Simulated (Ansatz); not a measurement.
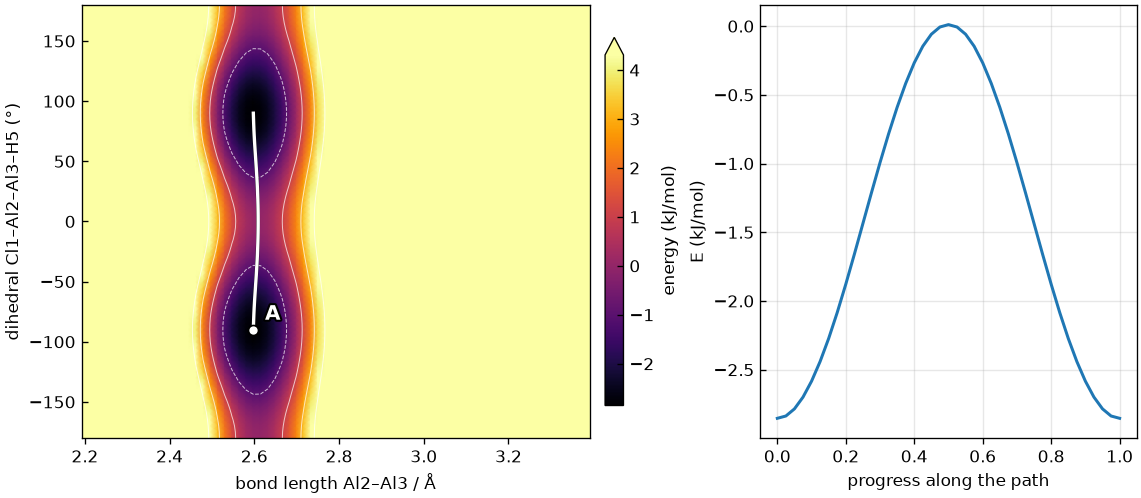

Al2ClH3, SMILES [AlH2][AlH][Cl]. 
- The first coordinate is: bond length Al2–Al3; the second: dihedral Cl1–Al2–Al3–H5.
- Nothing is relaxed (all other coordinates rigid).
- The grid has 15 × 15 points; 120 points were computed and 105 follow by symmetry.
- Points are written as (first, second).
- Energies: kJ/mol, counted from the relaxed molecule at the same level.
- Theory: RHF-MP2, frozen core/def2-TZVP in Ansatz.

The picture shows a smooth colour map with a few white contour lines, a line along the lowest path, one colour for all values above the top of the scale, the energy along the path at the right, the start A. Between grid points the surface is interpolated.

> Describe the path and its barrier.

The easiest path leads from the well at about (2.60 Å, −90°) to a well of about the same depth at about (2.60 Å, 90°). Its highest point lies about 2.9 kJ/mol above the bottom of the first well on the interpolated surface, at about (2.61 Å, 0°). This is the barrier on the constrained surface; relaxing the other coordinates would change it.
